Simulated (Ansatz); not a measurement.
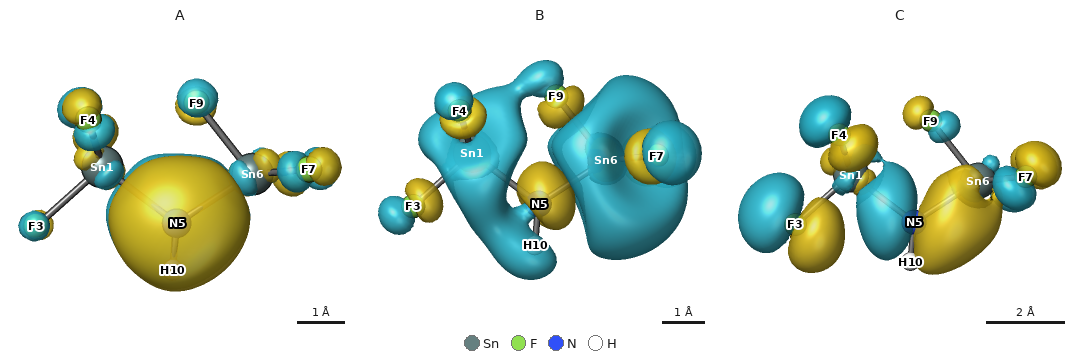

F6HNSn2 ((F3Sn)2NH). Three frontier orbitals at ±0.06 Å⁻³ᐟ² (yellow and cyan are the two phases), in no order.

Geometry: PBE0-D4/def2-SVP; core potentials replace the inner electrons of Sn.

Theory: RKS PBE0-D4/def2-TZVP in Ansatz 0.2.0.

| atom | x (Å) | y (Å) | z (Å) |
| --- | --- | --- | --- |
| Sn | 0.8853 | 0.7878 | 0.9772 |
| F | 2.6280 | 0.2335 | 0.4302 |
| F | 1.0987 | 2.6707 | 1.2854 |
| F | 0.3806 | 0.1095 | 2.6875 |
| N | -0.5539 | 0.7904 | -0.4463 |
| Sn | -0.9292 | -1.0511 | -1.0220 |
| F | -2.5892 | -1.9126 | -0.6610 |
| F | -0.4214 | -1.7290 | -2.7292 |
| F | 0.3947 | -1.5512 | 0.3425 |
| H | -0.8935 | 1.6519 | -0.8643 |

Q: Order the three orbitals by energy and name them.

A: C is the HOMO−1 (−11.25 eV). By Hirshfeld shares it lies mainly on F3 (about 40 %), N5 (about 25 %), Sn1 (about 10 %) and Sn6 (about 5 %). A is the HOMO (−9.69 eV). Its weight (Hirshfeld) is mainly on N5 (about 70 %), Sn6 (about 10 %) and Sn1 (about 10 %); largely a lone pair of N5. B is the LUMO (−4.05 eV). Its weight (Hirshfeld) is mainly on Sn6 (about 40 %), Sn1 (about 10 %), F8 (about 10 %), N5 (about 10 %) and F7 (about 10 %).

Q: What is the HOMO–LUMO gap?

A: 5.64 eV between the orbital energies.
